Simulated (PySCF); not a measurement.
The calculation's input:

```
{"job": {"kind": "epr", "basis": "pcH-1"}, "charge": 0, "multiplicity": 2}
C      3.063634    -0.263697    -0.127130
C      1.662990    -0.682758     0.131767
C      0.594433     0.174630     0.110359
C     -0.712263    -0.195483     0.348156
O     -1.701609     0.708573     0.308417
Si    -3.310072     0.623396     0.532397
H      3.120548     0.802026    -0.334649
H      3.698229    -0.487976     0.733238
H      3.478938    -0.809246    -0.977507
H      1.496737    -1.727744     0.349277
H      0.768864     1.220543    -0.106417
H     -0.978619    -1.219378     0.573028
H     -3.645049     2.020156     0.316944
H     -3.920282    -0.292394    -0.436131
H     -3.620893     0.137340     1.880027
```

Run with:

```sh
OMP_NUM_THREADS=1 python probes_run.py task.json out
```

Geometry: GFN2-xTB.

Method: UKS B3LYP, pcH-1 on C H O Si, non-relativistic, mean-field spin-orbit, GIAO in PySCF 2.14.0, density-fitted response routines.

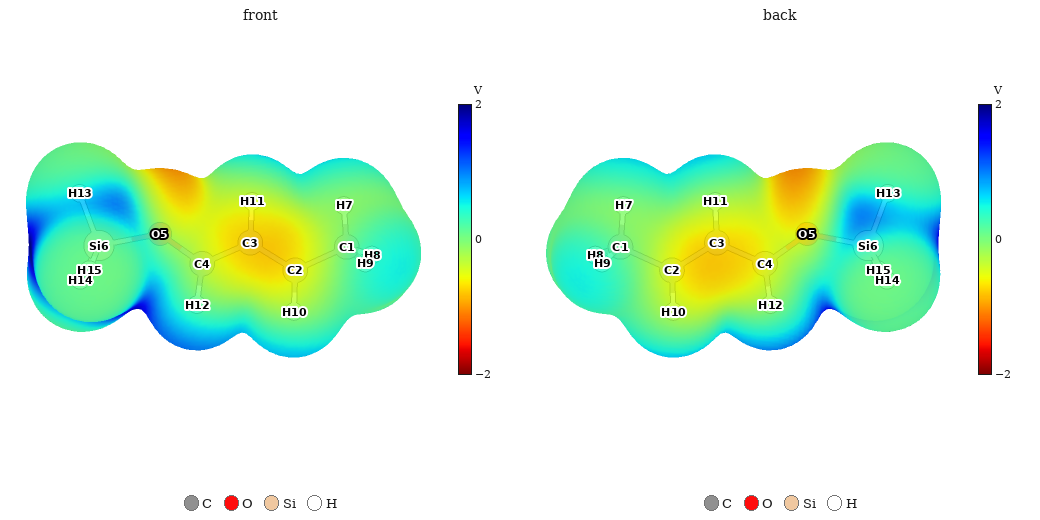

C$_{4}$H$_{9}$OSi (SMILES C/C=C/[CH]O[SiH3]) (doublet). The molecular electrostatic potential painted on the density surface at 0.002 e/bohr³, seen from the front and from behind; red is negative and blue positive.

**Describe the electrostatic potential map.**

The most negative region (about −1.0 V) lies over O5, the most positive (about +1.8 V) over Si6.
